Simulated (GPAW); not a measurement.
# Mn pairs in Si: coupling against distance with U = 4 eV on Mn d

Two Mn atoms replace host atoms of Si on its sites. How does their coupling change with their distance?

Method: PBE with U = 4 eV on Mn d; plane waves with GPAW's PAW setups, scalar-relativistic, in GPAW 26.7.0.

## Step 1: The starting structure

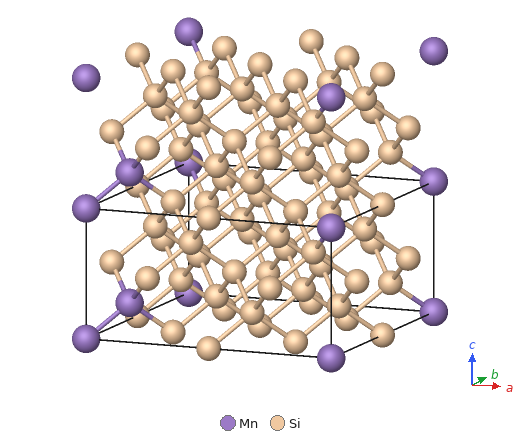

The starting structure, seen slightly off an axis (manganese light purple, silicon light orange). 1×1×2 cells are drawn. Bonds to atoms that aren't drawn are left out. Some periodic images of atoms are drawn too.

This is the first member shown.

## Step 2: The first member

This run shows input and output; the others differ as the table says.

order1.py reads:

```python
import json
import numpy as np
from ase import Atoms
from ase.parallel import paropen, parprint
from gpaw import GPAW

atoms = Atoms(['Mn', 'Mn', 'Si', 'Si', 'Si', 'Si', 'Si', 'Si', 'Si', 'Si', 'Si', 'Si', 'Si', 'Si', 'Si', 'Si', 'Si', 'Si', 'Si', 'Si', 'Si', 'Si', 'Si', 'Si', 'Si', 'Si', 'Si', 'Si', 'Si', 'Si', 'Si', 'Si'],
    cell=[[10.862, 0.0, 0.0],
         [0.0, 10.862, 0.0],
         [0.0, 0.0, 5.431]],
    scaled_positions=[[0.0, 0.0, 0.0],
         [0.125, 0.125, 0.25],
         [0.0, 0.25, 0.5],
         [0.125, 0.375, 0.75],
         [0.25, 0.0, 0.5],
         [0.375, 0.125, 0.75],
         [0.25, 0.25, 0.0],
         [0.375, 0.375, 0.25],
         [0.0, 0.5, 0.0],
         [0.125, 0.625, 0.25],
         [0.0, 0.75, 0.5],
         [0.125, 0.875, 0.75],
         [0.25, 0.5, 0.5],
         [0.375, 0.625, 0.75],
         [0.25, 0.75, 0.0],
         [0.375, 0.875, 0.25],
         [0.5, 0.0, 0.0],
         [0.625, 0.125, 0.25],
         [0.5, 0.25, 0.5],
         [0.625, 0.375, 0.75],
         [0.75, 0.0, 0.5],
         [0.875, 0.125, 0.75],
         [0.75, 0.25, 0.0],
         [0.875, 0.375, 0.25],
         [0.5, 0.5, 0.0],
         [0.625, 0.625, 0.25],
         [0.5, 0.75, 0.5],
         [0.625, 0.875, 0.75],
         [0.75, 0.5, 0.5],
         [0.875, 0.625, 0.75],
         [0.75, 0.75, 0.0],
         [0.875, 0.875, 0.25]],
    pbc=True,
    magmoms=[4.5, 4.5, 0.0, 0.0, 0.0, 0.0, 0.0, 0.0, 0.0, 0.0, 0.0, 0.0, 0.0, 0.0, 0.0, 0.0, 0.0, 0.0, 0.0, 0.0, 0.0, 0.0, 0.0, 0.0, 0.0, 0.0, 0.0, 0.0, 0.0, 0.0, 0.0, 0.0])
atoms.calc = GPAW(mode={'name': 'pw', 'ecut': 450},
    xc='PBE',
    kpts={'size': (3, 3, 5), 'gamma': True},
    occupations={'name': 'fermi-dirac', 'width': 0.05},
    convergence={'density': 1e-05, 'energy': 1e-05},
    maxiter=200,
    mixer={'name': 'pulay', 'beta': 0.05, 'nmaxold': 6, 'weight': 50},
    setups={'Mn': ':d,4.0'},
    symmetry={'tolerance': 1e-4},
    txt='order1.txt')
e = atoms.get_potential_energy(force_consistent=True)
res = {'free_energy': e, 'energy_sigma0': atoms.get_potential_energy(), 'fermi_energy': atoms.calc.get_fermi_level()}
res['moments'] = atoms.get_magnetic_moments().tolist()
res['total'] = atoms.get_magnetic_moment()
parprint('site moments (muB):', np.round(res['moments'], 3))
parprint(f"total moment: {res['total']:.3f} muB")
parprint(f'free energy: {e:.6f} eV')
atoms.calc.write('order1.gpw')
with paropen('results.json', 'w') as f:
    json.dump(res, f)
```

On the command line:

```
$ OMP_NUM_THREADS=1 mpirun -n 4 gpaw python order1.py > order1.log
```

Numbers of over 12 decimals in the logs are rounded to 6 here.

The log of the run:

```text
site moments (muB): [ 4.089e+00  4.089e+00 -7.300e-02  4.000e-03 -7.300e-02  4.000e-03
 -7.800e-02 -1.000e-03 -8.000e-03 -8.000e-03  4.000e-03 -7.300e-02
 -5.000e-03 -6.000e-03 -3.000e-03 -3.000e-03 -8.000e-03 -8.000e-03
 -5.000e-03 -6.000e-03  4.000e-03 -7.300e-02 -3.000e-03 -3.000e-03
 -9.000e-03 -9.000e-03 -6.000e-03 -5.000e-03 -6.000e-03 -5.000e-03
 -1.000e-03 -7.800e-02]
total moment: 8.016 muB
free energy: -173.020541 eV

--- order1.txt ---
Input parameters:
  mode=PW(ecut=450),
  convergence={'density': 1e-05, 'energy': 1e-05},
  kpts=MonkhorstPack(size=(3, 3, 5), gamma=True),
  maxiter=200,
  mixer=Pulay(name='pulay', nmaxold=6, beta=0.05, weight=50, sigma=0.015, g_ss=None),
  occupations=Occupations(name='fermi-dirac', width=0.05),
  setups={'Mn': ':d,4.0'},
  symmetry=Symmetry(tolerance=0.0001),
  xc=XC(name='PBE')

Diagonalizing LCAO Hamiltonian
Converting LCAO to pw mode
        .--------------------------.
       /|                          |
      / |                          |
     /  |  Si           Si         |
    /   |      Si            Si    |
   /  Si|           Si             |
  /    Si        Si  Si        Si  |
 *      .--Si------------Si--------.
 |     / Si Si        Si Si       /
 | Si /      Si Si         Si    /
 |   Si Si    Si  Si Si    Si   /
 |  /Mn            Si          /
 | /     Si            Si     /
 |/                          /
 Mn------------Si-----------*

Atoms  # Å, Bohr magnetons
|    | symbol |        x |        y |        z |    initial magnetic moments |
|----|--------|----------|----------|----------|-----------------------------|
[...]
----------------------------
  Free energy:    -173.020541
  Extrapolated:   -173.012418

dipole moment: (-95.904055, -95.904055, -95.173079)  # |e|*Ang

Total magnetic moment: (0.000000, 0.000000, 8.016499)

Local magnetic moments
|        x |        y |         z |
|----------|----------|-----------|
| 0.000000 | 0.000000 |  4.088705 |  # Mn   0
| 0.000000 | 0.000000 |  4.088706 |  # Mn   1
| 0.000000 | 0.000000 | -0.073334 |  # Si   2
| 0.000000 | 0.000000 |  0.003576 |  # Si   3
| 0.000000 | 0.000000 | -0.073334 |  # Si   4
[...]
| 0.000000 | 0.000000 | -0.005670 |  # Si  28
| 0.000000 | 0.000000 | -0.005335 |  # Si  29
| 0.000000 | 0.000000 | -0.001187 |  # Si  30
| 0.000000 | 0.000000 | -0.078349 |  # Si  31

Fermi level: 5.221
Eigenvalues  # (at kpt = [0.000, 0.000, 0.000])
| band index |      eig [eV] | occ [0-1] |      eig [eV] | occ [0-1] |
|------------|---------------|-----------|---------------|-----------|
|          0 |       -76.513 |     1.000 |       -72.011 |     1.000 |
|        ... |               |           |               |           |
|         67 |         3.430 |     1.000 |         4.262 |     1.000 |
|         68 |         3.443 |     1.000 |         4.919 |     0.998 |
|         69 |         3.547 |     1.000 |         5.057 |     0.964 |
|         70 |         3.623 |     1.000 |         5.090 |     0.933 |
[...]
|         80 |         6.149 |     0.000 |         6.408 |     0.000 |
|         81 |         6.160 |     0.000 |         6.796 |     0.000 |
|         82 |         6.174 |     0.000 |         6.820 |     0.000 |
|        ... |               |           |               |           |
|         99 |         8.594 |     0.000 |         9.160 |     0.000 |

Gap: 0.028 eV
Transition (v -> c):
  (s=0, k=13, n=78, [0.33, 0.33, 0.00]) -> (s=0, k=5, n=79, [0.33, -0.33, 0.40])
Direct/indirect transitions are different
Direct gap: 0.132 eV
Transition at: (s=0, k=13, n=78, [0.33, 0.33, 0.00])

[key lines of the parts left out:]
Converged in 32 steps
```

The job ended after 8.7 min (4 MPI ranks of Intel Xeon Platinum 8375C at 2.90GHz (Ice Lake), shared host; peak memory 2.5 GiB; 35 min of CPU time).

After 32 cycles the largest moment stands at 4.09 μB.

## Step 3: The series

All use a 3×3×5 mesh. Each member is run with parallel and with opposed moments. For E = −J e1·e2 with unit vectors, counted once a pair, J = (E_opposed − E_parallel) / 2n, n being the images of the partner at that distance, since the cell repeats. Farther images are folded into J, and in so small a cell they can weigh as much as the nearest, so J is an effective number of this cell and no pair coupling.

```csv
distance (Å),"atoms, n",parallel (eV),opposed (eV),opposed less parallel (meV),J (meV),"mean moment, parallel (μB)","mean moment, opposed (μB)","net moment, parallel (μB a cell)"
2.35,"32, 1",-173.0205,-173.4559,-435.40,-217.70,4.09,3.97,8.02
3.84,"32, 2",-173.2343,-172.9477,+286.60,+71.65,3.88,3.97,6.65
4.50,"32, 1",-172.9278,-172.8455,+82.36,+41.18,3.85,3.93,6.14
5.43,"32, 2",-172.9584,-172.8304,+128.05,+32.01,3.83,3.93,6.08
```

```
distance (Å) 4.50: J = +82.36 / (2 × 1) = +41.18 meV
```

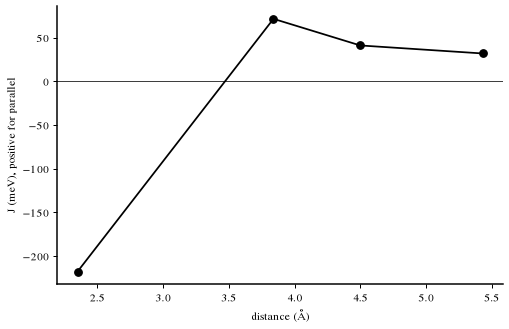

Coupling along the series.

## Step 4: What came out

| Quantity | Value |
| --- | --- |
| strongest coupling | -217.70 meV at distance (Å) 2.35 |
| parallel lower at | 3.84, 4.50, 5.43 |
| opposed lower at | 2.35 |

In words: The sign of the coupling changes along the series; it is strongest at distance (Å) 2.35, -217.70 meV, and stands at +32.01 meV for the last member. Differences under about 1 meV are not resolved, and mesh and smearing were not tested in this series. The atoms were not relaxed, which can shift moments and couplings. The cells are small and neutral, with no compensating defects, so carriers and concentrations exceed those of most samples. Trends hold for the rows shown; the series may have further members. Spin–orbit coupling is left out.

[Logs and program files are shortened in this print: banners, set-up blocks, solver, clock and traceback lines can be left out without a mark of their own.]

[Logs are printed without paths, hosts, clocks, repeated set-up lines and the standing remarks that a program may print on its own settings, such as how far it seeks lower states.]

[Hosts, paths, dates, database ids (printed as entryN), source tags and the programs' standing remarks are cut or masked in the printed files.]

[Where a cell is said to come from a database of computed structures, the database is the Materials Project.]
